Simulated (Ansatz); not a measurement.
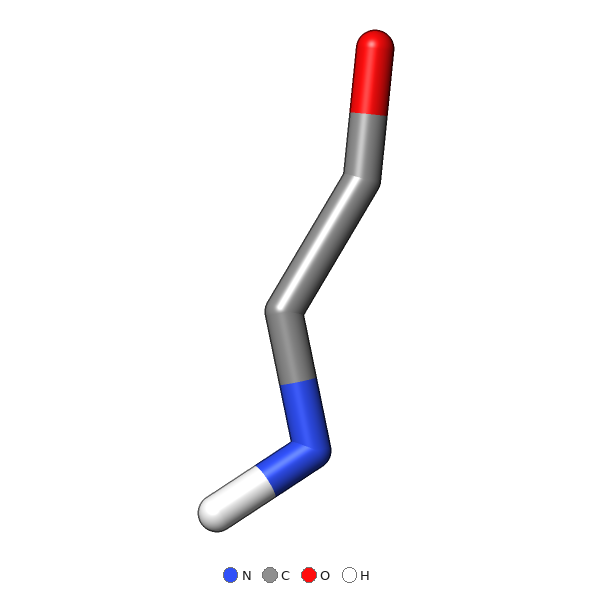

The picture shows a molecular structure as a stick model.

What is the molecular formula?

Answer. C₂HNO, 5 atoms: 2 carbon, 1 hydrogen, 1 nitrogen and 1 oxygen.

What is its SMILES?

Answer. N=C=C=O

More results for the same structure follow; atom numbers are the same in all pictures, views and colours differ. The computed structure is the end point of a PBE0-D4/def2-TZVP optimisation.

### Vibrations

Harmonic vibrations computed with RKS PBE0-D4/def2-TZVP (Ansatz 0.2.0) at a stationary point of the same level.

List the wavenumbers.

Answer. 9 modes: 264, 300, 421, 876, 893, 1201, 1777, 2123, 3415 cm⁻¹.

### Electronic properties

Properties computed with RKS ωB97M-V/def2-QZVPP (Ansatz 0.2.0).

Computed properties:

- HOMO energy (Kohn–Sham orbital): −8.74 eV
- LUMO energy (Kohn–Sham orbital): −0.93 eV
- HOMO–LUMO gap: 7.82 eV

### Charges

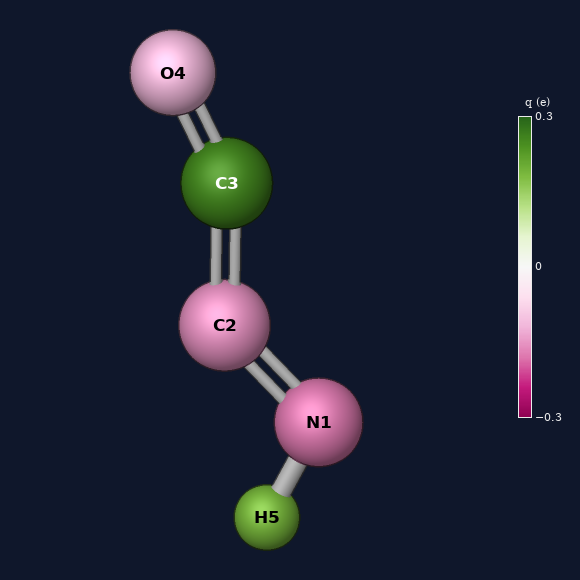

Atoms are coloured by their Mulliken charges. Method: RKS B3LYP-D4/def2-TZVPP (Ansatz 0.2.0).

List the Mulliken charges.

| atom | value (e) |
| --- | --- |
| N1 | −0.17 |
| C2 | −0.15 |
| C3 | 0.25 |
| O4 | −0.12 |
| H5 | 0.19 |

Mulliken values depend strongly on the basis set and can even reverse the polarity of a bond.
